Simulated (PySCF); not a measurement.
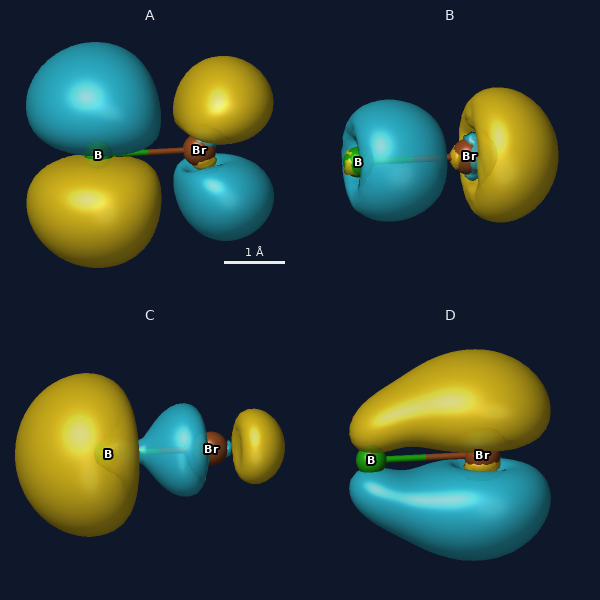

BBr (charge +1, doublet). Four frontier β-spin orbitals, each drawn at the value that holds 80 % of its norm (yellow and cyan are the two phases), in no order; of a degenerate pair one member is drawn.

The calculation used PBE0/def2-TZVPPD, non-relativistic Hamiltonian with scalar-relativistic core potentials where named, at a bond length of 1.754 Å in PySCF 2.14.0.

Label each orbital by symmetry, say whether it is occupied, and order them by energy.

Orbital B: σ, occupied in this spin, −20.89 eV; mainly on Br (70 %).
Orbital D: π, occupied in this spin, −17.39 eV; mainly on Br (85 %).
Orbital C: σ, empty in this spin, −11.27 eV; mainly on B (85 %).
Orbital A: π, empty in this spin, −8.75 eV; antibonding, with a node between the atoms.
